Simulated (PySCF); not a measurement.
System: CH₁₁BNSi₃ (SMILES [SiH3]BC[SiH]N[SiH3]) (doublet).

```xyz
17

Si    2.0727   -0.6994    0.6411
B     1.6443    0.6535   -0.7035
C     0.8454    1.9328   -0.3359
Si   -0.9465    1.3143   -0.6490
N    -1.3869    0.0449    0.4392
Si   -2.4125   -1.3280    0.1717
H     3.4604   -1.1941    0.6120
H     1.8809   -0.2526    2.0400
H     1.2424   -1.9198    0.5570
H     1.9194    0.5046   -1.8403
H     0.9179    2.2672    0.6983
H     1.0032    2.7955   -0.9812
H    -1.2766    0.8639   -2.0008
H    -0.9083    0.0566    1.3258
H    -1.7927   -2.2681   -0.7674
H    -3.6597   -0.8150   -0.3984
H    -2.6104   -1.9444    1.4804
```

Geometry: GFN2-xTB.

Method: UKS B3LYP, pcH-1 on B C H N Si, non-relativistic, mean-field spin-orbit, GIAO in PySCF 2.14.0, density-fitted response routines.

Predict the electron density, electron localisation function and spin density between the atoms.

Answer. Si–N (1.73 Å): the density is about 1.1 e/Å³ at the midpoint; the ELF peaks at about 0.90 between the atoms: a polar covalent bond.
C–Si (1.92 Å): ρ is about 0.83 e/Å³ halfway; the ELF peaks at about 0.95 between the atoms: localised, covalent bonding.
C–H (1.09 Å): ρ at the midpoint is about 1.9 e/Å³; the ELF climbs to about 1 towards the hydrogen, as it does in any bond to H: an ordinary covalent bond to hydrogen.
The unpaired spin (1 electron) lies mostly on Si4 (about 0.6), B2 (about 0.1) and N5 (about 0.1), in electrons by Hirshfeld's partition.

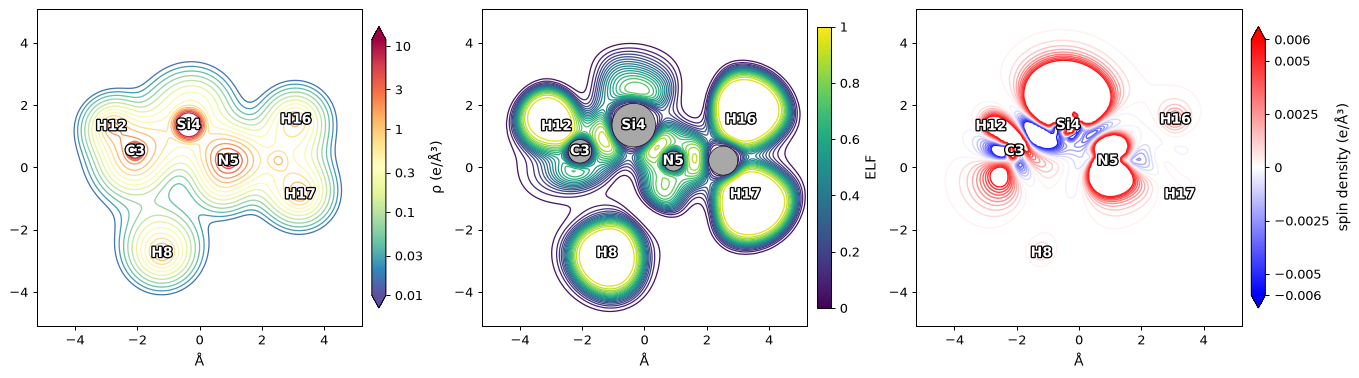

Computed electron density, electron localisation function and spin density on the plane of atoms Si4, C3 and H12, in this order. Grey discs cover the atomic cores in the ELF map. 
